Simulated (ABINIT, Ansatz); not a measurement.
# A GW chain in ABINIT: Rb2LiAlF6 (Fm-3m), part 2 of 3

Wanted: ground state, empty states, screening and self-energy for Rb2LiAlF6 (Fm-3m).

ABINIT 10.8.3; PBEsol and many-body steps on it, plane waves. Known limits of the many-body steps: not at the basis limit; no spin-orbit coupling; coarse k mesh.

So far. Step 2 (Ground state): The gap is direct, at Γ.

## 3. Bands along the symmetry lines

Level of this step: DFT, PBEsol, plane waves, norm-conserving pseudopotentials (ABINIT).

The cheap functional maps the bands first; the places of the edges decide which points the dearer methods must see.

run.abi

```
acell 3*1.0 Angstrom
rprim 
  0.000000000000 4.113943000000 4.113943000000
  4.113943000000 0.000000000000 4.113943000000
  4.113943000000 4.113943000000 -0.000000000000
ntypat 4
znucl 37 3 13 9
natom 10
typat 1 1 2 3 4 4 4 4 4 4
xred 
  0.750000000000 0.750000000000 0.750000000000
  0.250000000000 0.250000000000 0.250000000000
  0.500000000000 0.500000000000 0.500000000000
  0.000000000000 0.000000000000 0.000000000000
  0.774175000000 0.225825000000 0.225825000000
  0.225825000000 0.225825000000 0.774175000000
  0.225825000000 0.774175000000 0.774175000000
  0.225825000000 0.774175000000 0.225825000000
  0.774175000000 0.225825000000 0.774175000000
  0.774175000000 0.774175000000 0.225825000000
pp_dirpath "pseudos"
pseudos "Rb.upf, Li.upf, Al.upf, F.upf"
ecut 36
iscf -2
irdden 1
kptopt 0
nkpt 26
kpt 
  0.00000000 0.00000000 0.00000000
  0.12500000 0.00000000 0.12500000
  0.25000000 0.00000000 0.25000000
  0.37500000 0.00000000 0.37500000
  0.50000000 0.00000000 0.50000000
  0.53125000 0.06250000 0.53125000
  0.56250000 0.12500000 0.56250000
  0.59375000 0.18750000 0.59375000
  0.62500000 0.25000000 0.62500000
  0.37500000 0.37500000 0.75000000
  0.28125000 0.28125000 0.56250000
  0.18750000 0.18750000 0.37500000
  0.09375000 0.09375000 0.18750000
  0.00000000 0.00000000 0.00000000
  0.12500000 0.12500000 0.12500000
  0.25000000 0.25000000 0.25000000
  0.37500000 0.37500000 0.37500000
  0.50000000 0.50000000 0.50000000
  0.50000000 0.43750000 0.56250000
  0.50000000 0.37500000 0.62500000
  0.50000000 0.31250000 0.68750000
  0.50000000 0.25000000 0.75000000
  0.50000000 0.18750000 0.68750000
  0.50000000 0.12500000 0.62500000
  0.50000000 0.06250000 0.56250000
  0.50000000 0.00000000 0.50000000
istwfk *1
nband 40
nbdbuf 2
tolwfr 1e-08
nstep 40
prtwf 0
prtvol 0
indata_prefix "in"
outdata_prefix "out"
tmpdata_prefix "tmp"
```

Started as:

```
$ OMP_NUM_THREADS=1 mpirun -n 4 abinit run.abi > log
```

Numbers of over 12 decimals in the logs are rounded to 6 here.

Log:

```text
.Version 10.8.3 of ABINIT. v10.8.2 released Aug 2026.

 Symmetries : space group Fm -3 m (#225); Bravais cF (face-center cubic)
[... echo of the input left out ...]
== DATASET  1 ==================================================================
-   mpi_nproc: 4, omp_nthreads: 1 (-1 if OMP is not activated)

--- !DatasetInfo
iteration_state: {dtset: 1, }
dimensions: {natom: 10, nkpt: 26, mband: 40, nsppol: 1, nspinor: 1, nspden: 1, mpw: 9756, }
cutoff_energies: {ecut:  36.0, pawecutdg:  -1.0, }
electrons: {nelect:   6.60000000E+01, charge:   0.00000000E+00, occopt:   1.00000000E+00, tsmear:   1.00000000E-02, }

 Real(R)+Recip(G) space primitive vectors, cartesian coordinates (Bohr,Bohr^-1):
 R(1)=  0.0000000  7.7742256  7.7742256  G(1)= -0.0643151  0.0643151  0.0643151
 R(2)=  7.7742256  0.0000000  7.7742256  G(2)=  0.0643151 -0.0643151  0.0643151
 R(3)=  7.7742256  7.7742256  0.0000000  G(3)=  0.0643151  0.0643151 -0.0643151
 Unit cell volume ucvol=  9.3972636E+02 bohr^3
 Angles (23,13,12)=  6.00000000E+01  6.00000000E+01  6.00000000E+01 degrees

 getcut: wavevector=  0.0000  0.0000  0.0000  ngfft=  60  60  60
         ecut(hartree)=     36.000   => boxcut(ratio)=   2.02052

--- Pseudopotential description ------------------------------------------------
- Rb Generated using ONCVPSP code by D. R. Hamann
- 37.00000   9.00000  180301                  znucl, zion, pspdat
12 -116133 2 -1 2280                          pspcod,pspxc,lmax,lloc,mmax
     nproj     2     2     2
  pspatm : epsatm=   34.48401057
         --- l  ekb(1:nproj) -->
             0    8.196957   -0.477221
             1    3.231347   -0.378736
             2   -1.047201    0.996637
 pspatm: atomic psp has been read  and splines computed

- Li Generated using ONCVPSP code by D. R. Hamann
-  3.00000   3.00000  180301                  znucl, zion, pspdat
12 -116133 1 -1 1944                          pspcod,pspxc,lmax,lloc,mmax
     nproj     2     2     0
  pspatm : epsatm=    2.60875052
         --- l  ekb(1:nproj) -->
[...]
pspatm: atomic psp has been read  and splines computed

- Al Generated using ONCVPSP code by D. R. Hamann
- 13.00000   3.00000  180301                  znucl, zion, pspdat
12 -116133 2 -1 1876                          pspcod,pspxc,lmax,lloc,mmax
     nproj     2     2     2
  pspatm : epsatm=    0.68509285
         --- l  ekb(1:nproj) -->
[...]
pspatm: atomic psp has been read  and splines computed

- F Generated using ONCVPSP code by D. R. Hamann
-  9.00000   7.00000  180301                  znucl, zion, pspdat
12 -116133 2 -1 832                           pspcod,pspxc,lmax,lloc,mmax
     nproj     2     2     1
  pspatm : epsatm=    4.89824381
         --- l  ekb(1:nproj) -->
[...]
2   -2.394754
 pspatm: atomic psp has been read  and splines computed

[...]
-7.8640E-02 -6.7482E-02 -6.0297E-02 -6.0297E-02 -5.6428E-02 -5.6428E-02
 -4.9172E-02 -4.9172E-02 -3.6698E-02  3.1813E-01  3.3397E-01  3.4839E-01
[...]
--- !ResultsGS
iteration_state: {dtset: 1, }
comment   : Summary of ground state results
lattice_vectors:
- [  0.0000000,   7.7742256,   7.7742256, ]
- [  7.7742256,   0.0000000,   7.7742256, ]
- [  7.7742256,   7.7742256,  -0.0000000, ]
lattice_lengths: [  10.99442,   10.99442,   10.99442, ]
lattice_angles: [ 60.000,  60.000,  60.000, ] # degrees, (23, 13, 12)
lattice_volume:   9.3972636E+02
convergence: {deltae:  0.000E+00, res2:  0.000E+00, residm:  9.988E-09, diffor:  0.000E+00, }
etotal    :  -2.11574078E+02
entropy   :   0.00000000E+00
fermie    :  -3.60484813E-02
cartesian_stress_tensor: null
pressure_GPa: null
xred      :
- [  7.5000E-01,   7.5000E-01,   7.5000E-01, Rb]
- [  2.5000E-01,   2.5000E-01,   2.5000E-01, Rb]
- [  5.0000E-01,   5.0000E-01,   5.0000E-01, Li]
- [  0.0000E+00,   0.0000E+00,   0.0000E+00, Al]
- [  7.7417E-01,   2.2582E-01,   2.2582E-01,  F]
- [  2.2582E-01,   2.2582E-01,   7.7417E-01,  F]
- [  2.2582E-01,   7.7417E-01,   7.7417E-01,  F]
- [  2.2582E-01,   7.7417E-01,   2.2582E-01,  F]
- [  7.7417E-01,   2.2582E-01,   7.7417E-01,  F]
- [  7.7417E-01,   7.7417E-01,   2.2582E-01,  F]
cartesian_forces: null
force_length_stats: {min: null, max: null, mean: null, }

 Integrated electronic density in atomic spheres:
 ------------------------------------------------
 Atom  Sphere_radius  Integrated_density
[...]
================================================================================

 ----iterations are completed or convergence reached----

 Mean square residual over all n,k,spin=   56.175E-10; max=  99.875E-10
 reduced coordinates (array xred) for   10 atoms
[...]
0.774175000000      0.225825000000      0.774175000000
       0.774175000000      0.774175000000      0.225825000000

 cartesian coordinates (angstrom) at end:
[...]
9      4.113943     6.369824     4.113943
   10      4.113943     4.113943     6.369824
 length scales=  1.889726125908  1.889726125908  1.889726125908 bohr
              =  1.000000000000  1.000000000000  1.000000000000 angstroms
 prteigrs : about to open file out_EIG
 Eigenvalues (hartree) for nkpt=  26  k points:
 kpt#   1, nband= 40, wtk=  1.00000, kpt=  0.0000  0.0000  0.0000 (reduced coord)
[...]
kpt#   2, nband= 40, wtk=  1.00000, kpt=  0.1250  0.0000  0.1250 (reduced coord)
[...]
kpt#   3, nband= 40, wtk=  1.00000, kpt=  0.2500  0.0000  0.2500 (reduced coord)
[...]
kpt#  25, nband= 40, wtk=  1.00000, kpt=  0.5000  0.0625  0.5625 (reduced coord)
[...]
kpt#  26, nband= 40, wtk=  1.00000, kpt=  0.5000  0.0000  0.5000 (reduced coord)
[...]
-0.07864   -0.06748   -0.06030   -0.06030   -0.05643   -0.05643   -0.04917   -0.04917
  -0.03670    0.31813    0.33397    0.34839    0.35913    0.37762    0.38726    0.38726

== END DATASET(S) ==============================================================
================================================================================

 -outvars: echo values of variables after computation  --------
            nband          40
             nkpt          26
          spgroup         225
 [... the other variables as echoed above ...]

 Calculation completed.
```

It took 86 s on 4 MPI ranks of Arm Neoverse V1, shared host; peak memory 0.49 GiB.

This step gave:

* gap: 7.106 eV
* k of the valence top: 0, 0, 0
* k of the conduction bottom: 0, 0, 0
* least direct gap: 7.106 eV

The gap is 7.106 eV, as in the run before at this level.

The electronic bands at the labelled points (eV, zero at the top of the highest filled band):

```tsv
point	band 30	band 31	band 32	band 33	band 34	band 35	band 36	band 37
Γ	-0.33	0.00	0.00	0.00	7.11	9.73	9.73	9.73
X	-0.55	-0.36	-0.36	-0.02	9.64	10.07	10.46	10.75
U	-0.51	-0.32	-0.29	-0.08	9.98	10.03	10.17	10.92
jump to K	-0.51	-0.32	-0.29	-0.08	9.98	10.03	10.17	10.92
Γ	-0.33	0.00	0.00	0.00	7.11	9.73	9.73	9.73
L	-0.41	-0.17	-0.17	-0.14	9.09	9.37	10.74	10.74
W	-0.54	-0.37	-0.17	-0.17	10.18	10.29	10.29	10.38
X	-0.55	-0.36	-0.36	-0.02	9.64	10.07	10.46	10.75
```

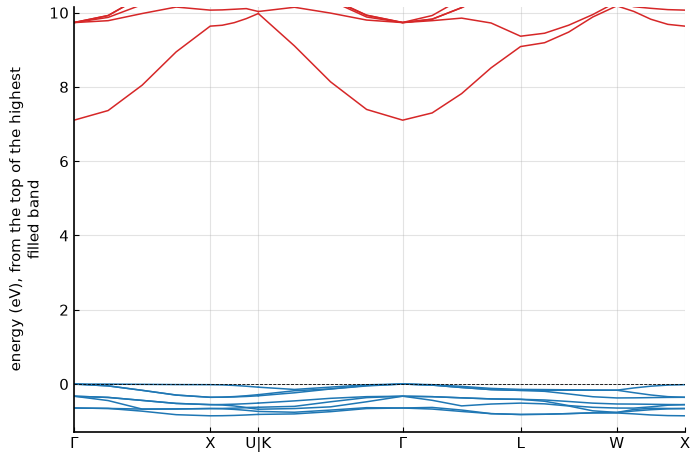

Electronic bands along the path; lines of filled and empty bands in two colours.

## 4. Empty states on the mesh, 2×2×2 mesh, 283 bands

The sums over transitions need many empty states on a uniform mesh; this step solves for them.

run.abi

```
acell 3*1.0 Angstrom
rprim 
  0.000000000000 4.113943000000 4.113943000000
  4.113943000000 0.000000000000 4.113943000000
  4.113943000000 4.113943000000 -0.000000000000
ntypat 4
znucl 37 3 13 9
natom 10
typat 1 1 2 3 4 4 4 4 4 4
xred 
  0.750000000000 0.750000000000 0.750000000000
  0.250000000000 0.250000000000 0.250000000000
  0.500000000000 0.500000000000 0.500000000000
  0.000000000000 0.000000000000 0.000000000000
  0.774175000000 0.225825000000 0.225825000000
  0.225825000000 0.225825000000 0.774175000000
  0.225825000000 0.774175000000 0.774175000000
  0.225825000000 0.774175000000 0.225825000000
  0.774175000000 0.225825000000 0.774175000000
  0.774175000000 0.774175000000 0.225825000000
pp_dirpath "pseudos"
pseudos "Rb.upf, Li.upf, Al.upf, F.upf"
ecut 36
ngkpt 2 2 2
nshiftk 1
shiftk 0 0 0
kptopt 1
chksymbreak 0
iscf -2
irdden 1
istwfk *1
nband 283
nbdbuf 24
tolwfr 1e-09
nstep 60
prtvol 0
indata_prefix "in"
outdata_prefix "out"
tmpdata_prefix "tmp"
```

Log:

```text
.Version 10.8.3 of ABINIT. v10.8.2 released Aug 2026.

 Symmetries : space group Fm -3 m (#225); Bravais cF (face-center cubic)
[... echo of the input left out ...]
== DATASET  1 ==================================================================
-   mpi_nproc: 4, omp_nthreads: 1 (-1 if OMP is not activated)
-    --> not optimal distribution: autoparal keyword recommended in input file <--

--- !DatasetInfo
iteration_state: {dtset: 1, }
dimensions: {natom: 10, nkpt: 3, mband: 283, nsppol: 1, nspinor: 1, nspden: 1, mpw: 9756, }
cutoff_energies: {ecut:  36.0, pawecutdg:  -1.0, }
electrons: {nelect:   6.60000000E+01, charge:   0.00000000E+00, occopt:   1.00000000E+00, tsmear:   1.00000000E-02, }

 Real(R)+Recip(G) space primitive vectors, cartesian coordinates (Bohr,Bohr^-1):
 R(1)=  0.0000000  7.7742256  7.7742256  G(1)= -0.0643151  0.0643151  0.0643151
 R(2)=  7.7742256  0.0000000  7.7742256  G(2)=  0.0643151 -0.0643151  0.0643151
 R(3)=  7.7742256  7.7742256  0.0000000  G(3)=  0.0643151  0.0643151 -0.0643151
 Unit cell volume ucvol=  9.3972636E+02 bohr^3
 Angles (23,13,12)=  6.00000000E+01  6.00000000E+01  6.00000000E+01 degrees

 getcut: wavevector=  0.0000  0.0000  0.0000  ngfft=  60  60  60
         ecut(hartree)=     36.000   => boxcut(ratio)=   2.02052

--- Pseudopotential description ------------------------------------------------
- Rb Generated using ONCVPSP code by D. R. Hamann
- 37.00000   9.00000  180301                  znucl, zion, pspdat
12 -116133 2 -1 2280                          pspcod,pspxc,lmax,lloc,mmax
     nproj     2     2     2
  pspatm : epsatm=   34.48401057
         --- l  ekb(1:nproj) -->
             0    8.196957   -0.477221
             1    3.231347   -0.378736
             2   -1.047201    0.996637
 pspatm: atomic psp has been read  and splines computed

- Li Generated using ONCVPSP code by D. R. Hamann
-  3.00000   3.00000  180301                  znucl, zion, pspdat
12 -116133 1 -1 1944                          pspcod,pspxc,lmax,lloc,mmax
     nproj     2     2     0
  pspatm : epsatm=    2.60875052
         --- l  ekb(1:nproj) -->
[...]
pspatm: atomic psp has been read  and splines computed

- Al Generated using ONCVPSP code by D. R. Hamann
- 13.00000   3.00000  180301                  znucl, zion, pspdat
12 -116133 2 -1 1876                          pspcod,pspxc,lmax,lloc,mmax
     nproj     2     2     2
  pspatm : epsatm=    0.68509285
         --- l  ekb(1:nproj) -->
[...]
pspatm: atomic psp has been read  and splines computed

- F Generated using ONCVPSP code by D. R. Hamann
-  9.00000   7.00000  180301                  znucl, zion, pspdat
12 -116133 2 -1 832                           pspcod,pspxc,lmax,lloc,mmax
     nproj     2     2     1
  pspatm : epsatm=    4.89824381
         --- l  ekb(1:nproj) -->
[...]
2   -2.394754
[...]
-1.5701E+00 -8.4891E-01 -8.4225E-01 -7.7361E-01 -7.5596E-01 -7.5596E-01
 -7.5596E-01 -7.4626E-01 -7.4626E-01 -2.7875E-01 -2.7875E-01 -2.7875E-01
 -2.6518E-01 -2.6518E-01 -2.6518E-01 -1.9495E-01 -1.3157E-01 -1.3157E-01
[...]
2.9078E+00  2.9337E+00  2.9337E+00  2.9337E+00  2.9625E+00  2.9627E+00
  2.9933E+00  2.9979E+00  2.9991E+00  3.0022E+00  3.0368E+00  3.0403E+00
  3.0425E+00
 prteigrs : prtvol=0 or 1, do not print more k-points.

--- !ResultsGS
iteration_state: {dtset: 1, }
comment   : Summary of ground state results
lattice_vectors:
- [  0.0000000,   7.7742256,   7.7742256, ]
- [  7.7742256,   0.0000000,   7.7742256, ]
- [  7.7742256,   7.7742256,  -0.0000000, ]
lattice_lengths: [  10.99442,   10.99442,   10.99442, ]
lattice_angles: [ 60.000,  60.000,  60.000, ] # degrees, (23, 13, 12)
lattice_volume:   9.3972636E+02
convergence: {deltae:  0.000E+00, res2:  0.000E+00, residm:  9.911E-10, diffor:  0.000E+00, }
etotal    :  -2.11574078E+02
entropy   :   0.00000000E+00
fermie    :  -3.60484813E-02
cartesian_stress_tensor: null
pressure_GPa: null
xred      :
- [  7.5000E-01,   7.5000E-01,   7.5000E-01, Rb]
- [  2.5000E-01,   2.5000E-01,   2.5000E-01, Rb]
- [  5.0000E-01,   5.0000E-01,   5.0000E-01, Li]
- [  0.0000E+00,   0.0000E+00,   0.0000E+00, Al]
- [  7.7417E-01,   2.2582E-01,   2.2582E-01,  F]
- [  2.2582E-01,   2.2582E-01,   7.7417E-01,  F]
- [  2.2582E-01,   7.7417E-01,   7.7417E-01,  F]
- [  2.2582E-01,   7.7417E-01,   2.2582E-01,  F]
- [  7.7417E-01,   2.2582E-01,   7.7417E-01,  F]
- [  7.7417E-01,   7.7417E-01,   2.2582E-01,  F]
cartesian_forces: null
force_length_stats: {min: null, max: null, mean: null, }

 Integrated electronic density in atomic spheres:
 ------------------------------------------------
 Atom  Sphere_radius  Integrated_density
[...]
================================================================================

 ----iterations are completed or convergence reached----

 Mean square residual over all n,k,spin=   47.105E-11; max=  99.107E-11
 reduced coordinates (array xred) for   10 atoms
[...]
0.774175000000      0.774175000000      0.225825000000

 cartesian coordinates (angstrom) at end:
    1      6.170915     6.170915     6.170915
    2      2.056971     2.056971     2.056971
    3      4.113943     4.113943     4.113943
[...]
9      4.113943     6.369824     4.113943
   10      4.113943     4.113943     6.369824
 length scales=  1.889726125908  1.889726125908  1.889726125908 bohr
              =  1.000000000000  1.000000000000  1.000000000000 angstroms
 prteigrs : about to open file out_EIG
 Eigenvalues (hartree) for nkpt=   3  k points:
 kpt#   1, nband=283, wtk=  0.12500, kpt=  0.0000  0.0000  0.0000 (reduced coord)
[...]
2.82779    2.82779    2.82779    2.83981    2.90779    2.90779    2.90780    2.93367
   2.93367    2.93369    2.96251    2.96266    2.99327    2.99793    2.99910    3.00223
   3.03684    3.04035    3.04255
 prteigrs : prtvol=0 or 1, do not print more k-points.

== END DATASET(S) ==============================================================
================================================================================

 -outvars: echo values of variables after computation  --------
            nband         283
             nkpt           3
          spgroup         225
 [... the other variables as echoed above ...]

 Calculation completed.
```

It took 3.2 min on 4 MPI ranks; peak memory 0.49 GiB; 13 min of CPU time.

This step gave:

```
gap                                                           : 7.106 eV
k of the valence top                                          : 0, 0, 0
k of the conduction bottom                                    : 0, 0, 0
least direct gap                                              : 7.106 eV
k points computed                                             : 3
lowest point of the top converged band, above the valence top : 76.0221 eV
```

On this mesh the gap is 7.106 eV.

## 5. Screening, 2×2×2 mesh, 259 bands, screening to 176.9 eV

The RPA dielectric matrix is built and inverted for each q.

This step: RPA screening on PBEsol, plane waves, norm-conserving pseudopotentials.

run.abi: that of step 4 with these lines changed.

```diff
@@ -28,10 +28,11 @@
 chksymbreak 0
-iscf -2
-irdden 1
 istwfk *1
-nband 283
-nbdbuf 24
-tolwfr 1e-09
-nstep 60
-prtvol 0
+occopt 1
+irdwfk 1
+optdriver 3
+nband 259
+ecuteps 6.5
+inclvkb 2
+awtr 1
+symchi 1
 indata_prefix "in"
```

Log:

```text
.Version 10.8.3 of ABINIT. v10.8.2 released Aug 2026.

 Symmetries : space group Fm -3 m (#225); Bravais cF (face-center cubic)
[... echo of the input left out ...]
== DATASET  1 ==================================================================
-   mpi_nproc: 4, omp_nthreads: 1 (-1 if OMP is not activated)

--- !DatasetInfo
iteration_state: {dtset: 1, }
dimensions: {natom: 10, nkpt: 3, mband: 259, nsppol: 1, nspinor: 1, nspden: 1, mpw: 9756, }
cutoff_energies: {ecut:  36.0, pawecutdg:  -1.0, }
electrons: {nelect:   6.60000000E+01, charge:   0.00000000E+00, occopt:   1.00000000E+00, tsmear:   1.00000000E-02, }

 SCREENING: Calculation of the susceptibility and dielectric matrices

 Based on a program developped by R.W. Godby, V. Olevano, G. Onida, and L. Reining.
 Incorporated in ABINIT by V. Olevano, G.-M. Rignanese, and M. Torrent.
.Using double precision arithmetic ; gwpc =  8

[... cell and pseudopotentials left out ...]
--------------------------------------------------------------------------------

 ==== K-mesh for the wavefunctions ====
 Number of points in the irreducible wedge :     3
[... list of points left out ...]
 Together with 48 symmetry operations and time-reversal symmetry
 yields     8 points in the full Brillouin Zone.

 ==== Q-mesh for the screening function ====
 Number of points in the irreducible wedge :     3
[... list of points left out ...]
 Together with 48 symmetry operations and time-reversal symmetry
 yields     8 points in the full Brillouin Zone.

 setmesh: FFT mesh size selected  =    45x   45x   45
          total number of points  =        91125

 vcoul_init : cutoff-mode = AUXILIARY_FUNCTION
 q-points for optical limit:   1
     1)      0.000010    0.000020    0.000030

- screening: taking advantage of time-reversal symmetry
- Maximum band index for partially occupied states nbvw = 33
- Remaining bands to be divided among processors   nbcw = 226
- Number of bands treated by each node ~56

 Number of electrons calculated from density =   66.0000; Expected =   66.0000
 average of density, n =  0.070233
 r_s =    1.5036
 omega_plasma =   25.5639 [eV]

 calculating chi0 at frequencies [eV] :
  1    0.000000E+00    0.000000E+00
  2    0.000000E+00    2.556389E+01

--------------------------------------------------------------------------------
  q-point number  1        q = ( 0.000000, 0.000000, 0.000000) [r.l.u.]
--------------------------------------------------------------------------------
[... chi0 elements left out ...]
 For q-point:  0.000010 0.000020 0.000030
  dielectric constant =   2.0895
  dielectric constant without local fields =   2.2900

  Average fulfillment of the sum rule on Im[epsilon] for q-point    1 :     63.71  [%]
[... wings left out ...]
  q-point number  2        q = ( 0.500000, 0.000000, 0.000000) [r.l.u.]
--------------------------------------------------------------------------------
[... chi0 elements left out ...]
  Average fulfillment of the sum rule on Im[epsilon] for q-point    2 :     67.79  [%]

 [... 1 further q-points ...]
```

Wall time 1.9 min (4 MPI ranks); peak memory 2.5 GiB; 7.8 min of CPU time.

Numbers from this step:

```yaml
eps_infinity_with_local_fields_on_this_mesh_along_the_program_s_q_direction: 2.090
the_same_without_local_fields: 2.29
plasma_frequency: 25.56 eV
plane_waves_in_the_screening_matrix: 725
```

Local fields lower ε∞ by 9 %. On a Γ-centred mesh this coarse the value itself is usually too large, while a short band sum pulls it down.

[end of part 2 of 3]

[Paths, hosts, dates, memory and timing lines, banners, echoed tables and standing remarks are left out of the program output.]

[Logs are printed without paths, hosts, clocks, repeated set-up lines and the standing remarks that a program may print on its own settings, such as how far it seeks lower states.]

[Runs of the session that timed out or met a known fault of the program may be left out.]

[Hosts, paths, dates, database ids (printed as entryN), source tags and the programs' standing remarks are cut or masked in the printed files.]

[G0W0 gaps are taken among the corrected bands and points alone; a level outside them can change the order at an edge.]

[Where Ansatz stands beside ABINIT at settings called matched, ABINIT's density can come from a denser mesh and the files from another edition; pairs whose starting gaps differed by over 0.03 eV were left out, so agreement reads better than it is.]
